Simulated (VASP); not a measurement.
Data:

```yaml
crystal:
  lattice:
    - [4.94613, 0.00000, 0.00000]
    - [-2.47306, 4.28347, 0.00000]
    - [0.00000, 0.00000, 5.44805]
  atoms:
    - { symbol: Si, position: [0.00000, 0.46959, 0.33333] }
    - { symbol: Si, position: [0.53041, 0.53041, 0.00000] }
    - { symbol: Si, position: [0.46959, 0.00000, 0.66667] }
    - { symbol: O, position: [0.14441, 0.73182, 0.54850] }
    - { symbol: O, position: [0.26818, 0.41259, 0.21517] }
    - { symbol: O, position: [0.58741, 0.85559, 0.88183] }
    - { symbol: O, position: [0.73182, 0.14441, 0.45150] }
    - { symbol: O, position: [0.41259, 0.26818, 0.78483] }
    - { symbol: O, position: [0.85559, 0.58741, 0.11817] }
```

Level of theory: PBEsol GGA, VASP's PBE PAW potentials (set 64) (plane waves; VASP). Run with 520 eV cut-off, 6×6×5 Γ-centred mesh, tetrahedra with Blöchl corrections, potentials Si O.

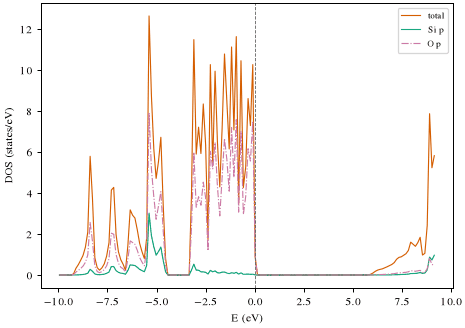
*Total and projected density of states, zero at the valence-band maximum*

Within 2 eV below the valence-band maximum the largest weight inside VASP's projection spheres is O p.

The gap is indirect, 5.71 eV, from the valence maximum at K to the conduction minimum at Γ.

The structure comes from a computed database's SiO2 entry (P3_221); how it stands against other phases isn't given here. It was relaxed first.
